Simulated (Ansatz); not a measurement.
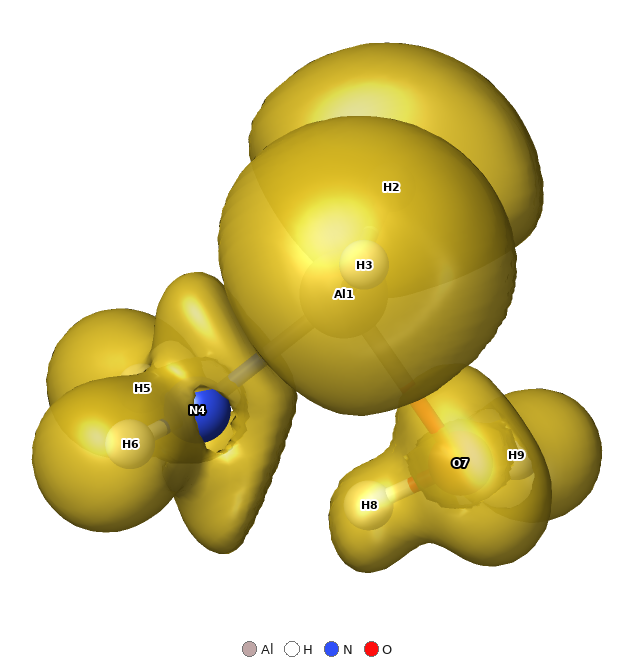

Figure 1: AlH6NO. Isosurface of the electron localisation function at 0.75 (yellow), seen at an oblique angle. Core shells and regions of very low density are left out.

Theory: RKS B3LYP-D4/6-31G* (Ansatz).

```xyz
9

Al    0.0561    0.0172    0.1031
H    -0.0109   -0.8617    1.4363
H     1.3587    0.1180   -0.8003
N    -1.5792    0.2636   -0.7528
H    -2.3763   -0.3025   -0.4763
H    -1.6113    0.3739   -1.7622
O    -0.3007    1.8839    0.8120
H    -1.1674    1.7891    0.3066
H    -0.5145    1.9259    1.7598
```

Q: Where are the electrons localised?

A: At this value the surface marks out two regions around hydrogen nuclei, one joined region spread over several atoms (H, N), in which their bonds and any lone pairs are merged and one joined region spread over several atoms (H, O), in which their bonds and any lone pairs are merged. Along the contacts the grid gives the following. Al–N (1.86 Å): the ELF peaks at about 0.90 in the valence shell of N, 0.7 Å from its nucleus, and is about 0.70 at the midpoint. Al–O (2.03 Å): the ELF peaks at about 0.90 in the valence shell of O, 0.6 Å from its nucleus, and is about 0.45 at the midpoint.
